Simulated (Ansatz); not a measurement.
# GeH4 (germane) at RPA@SVWN5/x2c-TZVPall (sfX2C, accuracy low)

What is the vertical electron affinity of GeH4 (germane) at RPA@SVWN5/x2c-TZVPall (sfX2C, accuracy low)? 

The results are computed with Ansatz 0.2.0.

## Step 1: The structure to begin with

GeH4 has 5 atoms, charge 0, and is taken as a singlet. SMILES: `[GeH4]`. Geometry: relaxed at PBE0-D4/def2-TZVP.

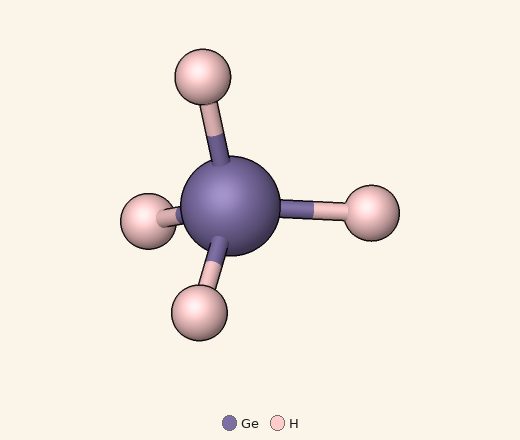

Viewed from a chosen angle; germanium purple, hydrogen pink.

## Step 2: The energy at RPA@SVWN5/x2c-TZVPall (sfX2C, accuracy low)

input.yaml

```yaml
crystal:
  periodic: [false, false, false]
  atoms:
    - {symbol: Ge, position_ang: [0.000100, 0.000100, -0.000000]}
    - {symbol: H, position_ang: [1.148100, -0.756300, 0.680600]}
    - {symbol: H, position_ang: [-1.238800, -0.030000, 0.904200]}
    - {symbol: H, position_ang: [-0.329200, -0.669100, -1.340600]}
    - {symbol: H, position_ang: [0.419800, 1.455400, -0.244100]}
basis:
  gaussian: {orbitals: x2c-TZVPall.json}
output: {orbitals: {seedname: orbitals}}
correlation: {method: rpa, electrons: outside_noble_gas}
hamiltonian: {xc: {name: SVWN5}}
accuracy: low
```

The basis set x2c-TZVPall is read from a file made from the Basis Set Exchange's data (not shown).

The run is started by

```bash
$ ansatz run input.yaml --threads 1 --pin off --max-ram 2610MiB --events-out events.jsonl --progress --plain --runs-dir runs
```

Log:

```text
Warning: RAYON_NUM_THREADS=1 ignored (pool sized by the plan → 1); use --threads N
Functional definition: SVWN5
  name "SVWN5"
  exchange = slater_x
  correlation = vwn5_c
527 factors; integrals over basis functions are off by at most 9.0e-4 eV
mean field evaluation 1: about -57084.6175 eV, gradient 2.9e1 eV
mean field evaluation 2: about -57084.6158 eV, gradient 2.9e1 eV
mean field evaluation 4: about -57085.6220 eV, gradient 3.9e0 eV
mean field evaluation 8: about -57085.6481 eV, gradient 3.3e-3 eV
mean field -57085.64812842 eV, -2097.8588746774 hartree, gradient 3.5e-6 eV, S^2 0.000000; 0 other end points of the search recorded, 0 dependent functions left out
14 core orbitals not correlated: weight in the atoms' cores, before any rotation towards them, 0.998 or more for the frozen orbitals, at most 0.001 for the correlated occupied ones
reference -57126.74756231 eV, -2099.3692510145 hartree; 4, 4 occupied and 54, 54 virtual orbitals, 527 factors
Total energy: -57134.32779498 eV, -2099.6478194273 hartree
Relativity: scalar
```

Run time: 0.95 s. Hardware: 1 thread of Arm Neoverse V1, shared host.

## Step 3: The doublet anion, same level

Changes to input.yaml since step 2:

```diff
@@ -10,5 +10,7 @@
   gaussian: {orbitals: x2c-TZVPall.json}
+total_charge: -1
+magnetization: {spin_polarized: false, initial_magnetization: 1}
+hamiltonian: {xc: {name: SVWN5}}
+correlation: {method: rpa, electrons: outside_noble_gas}
+accuracy: low
 output: {orbitals: {seedname: orbitals}}
-correlation: {method: rpa, electrons: outside_noble_gas}
-hamiltonian: {xc: {name: SVWN5}}
-accuracy: low
```

The basis set x2c-TZVPall is read from a file made from the Basis Set Exchange's data (not shown).

The run is started by

```bash
$ ansatz run input.yaml --threads 1 --pin off --max-ram 2610MiB --events-out events.jsonl --progress --plain --runs-dir runs
```

Log, shortened:

```text
Warning: RAYON_NUM_THREADS=1 ignored (pool sized by the plan → 1); use --threads N
[... 2 set-up lines as earlier in the session ...]
[...]
527 factors; integrals over basis functions are off by at most 9.0e-4 eV
[...]
mean field -57083.47649091 eV, -2097.7790684708 hartree, gradient 6.4e-6 eV, S^2 0.750000; 7 other end points of the search recorded, 0 dependent functions left out
[...]
14 core orbitals not correlated: weight in the atoms' cores, before any rotation towards them, 0.998 or more for the frozen orbitals, at most 0.001 for the correlated occupied ones
reference -57123.09307137 eV, -2099.2349509498 hartree; 5, 4 occupied and 53, 54 virtual orbitals, 527 factors
Total energy: -57131.53640663 eV, -2099.5452377972 hartree
Relativity: scalar
```

It took 5.4 s on 1 thread of Arm Neoverse V1, shared host.

## Step 4: Summary of results

Level: RPA@SVWN5/x2c-TZVPall (sfX2C, accuracy low), 14 core orbitals frozen.

| quantity | value |
| --- | --- |
| singlet GeH4: total energy | -2099.64782 Eh |
| singlet GeH4: HOMO energy (SVWN5 Kohn–Sham orbitals) | -8.36 eV |
| singlet GeH4: LUMO energy (SVWN5 Kohn–Sham orbitals) | -0.19 eV |
| singlet GeH4: HOMO–LUMO gap (SVWN5 Kohn–Sham orbitals) | 8.17 eV |
| singlet GeH4: RPA correlation energy (valence) | -278.6 mEh |
| doublet anion: total energy | -2099.54524 Eh |
| doublet anion: RPA correlation energy (valence) | -310.3 mEh |
| doublet anion: ⟨S²⟩ | 0.750 |
| vertical electron affinity (to the doublet anion) | -2.791 eV |

In words: The anion lies 2.79 eV (269 kJ/mol) above the neutral: the electron isn't bound at this level, and such a value depends on the basis. Without diffuse functions anions come out too high. The accuracy setting (singlet GeH4) is loose, so the last digits carry no meaning. The HOMO of this anion lies above zero, so its frontier levels hang on the basis. The accuracy setting (doublet anion) is loose, so the last digits carry no meaning. The HOMO (doublet anion) lies at positive energy, 4.78 eV, as semi-local functionals often give for anions: the electron is unbound at this level or held by a compact basis; values depend on the basis.
